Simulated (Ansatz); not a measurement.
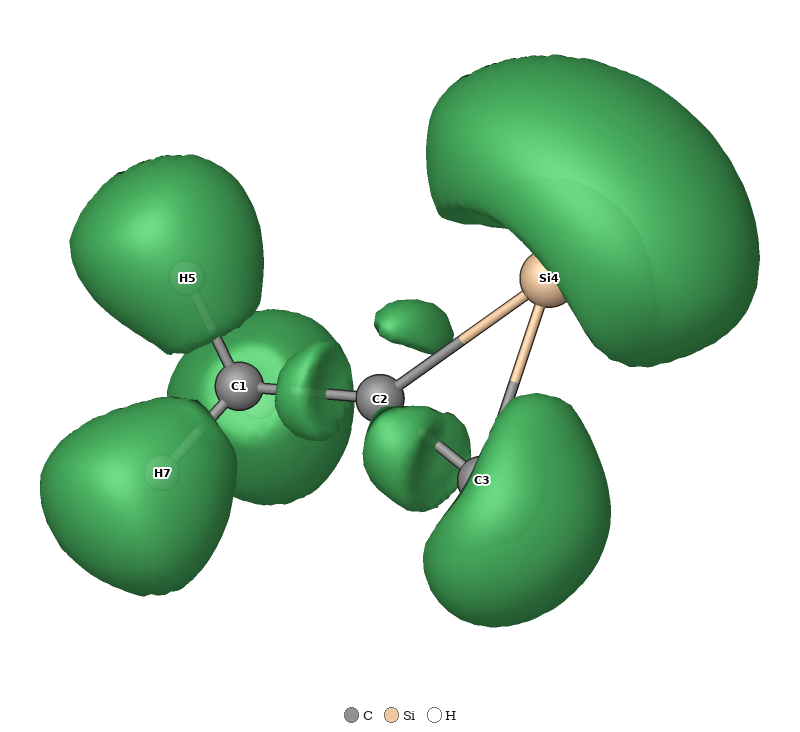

C3H3Si (SMILES C[C]1C#[Si]1) (doublet). Isosurface of the ELF at 0.8 (green), seen at a tilt. Only the valence region is drawn (cores and ρ < 0.01 e/Å³ removed).

These are results of Ansatz 0.2.0, UKS PBE/6-31G, not measurements.

Input

```
crystal:
  periodic: [false, false, false]
  atoms:
    - { symbol: C, position_ang: [-0.28912, 0.82966, -0.05451] }
    - { symbol: C, position_ang: [0.30375, -0.46904, 0.23622] }
    - { symbol: C, position_ang: [0.41435, -1.70837, 0.49643] }
    - { symbol: Si, position_ang: [2.29138, -1.36276, 0.47947] }
    - { symbol: H, position_ang: [0.38742, 1.63336, 0.24551] }
    - { symbol: H, position_ang: [-0.494, 0.93225, -1.12318] }
    - { symbol: H, position_ang: [-1.22957, 0.94883, 0.48854] }
magnetization:
  spin_polarized: true
  initial_magnetization: 1
basis:
  gaussian: { orbitals: "6-31G" }
hamiltonian:
  xc: pbe
relax:
  f_tol: 0.015
  max_steps: 40
output:
  orbitals: {}
```

Run with:

```sh
ansatz run input.yaml --threads 1 --pin off --max-ram 2048MiB --backend cpu --events-out ev --progress --plain --runs-dir out
```

The fields are those of the relaxed geometry.

**Identify the bonds, lone pairs and shells in this picture.**

At this value the surface marks out two regions between bonded C–C atoms (shared pairs), one region between bonded C–Si atoms (shared pairs), three regions around hydrogen nuclei, one lobe on C, pointing away from the bonds (non-bonding electrons) and one lobe on Si, pointing away from the bonds (non-bonding electrons). Along the contacts the grid gives the following. C–C (1.33 Å): the ELF peaks at about 0.90 between the atoms; a multiple bond. C–Si (1.94 Å): the ELF peaks at about 0.80 in the valence shell of C, 0.7 Å from its nucleus, and is about 0.60 at the midpoint.
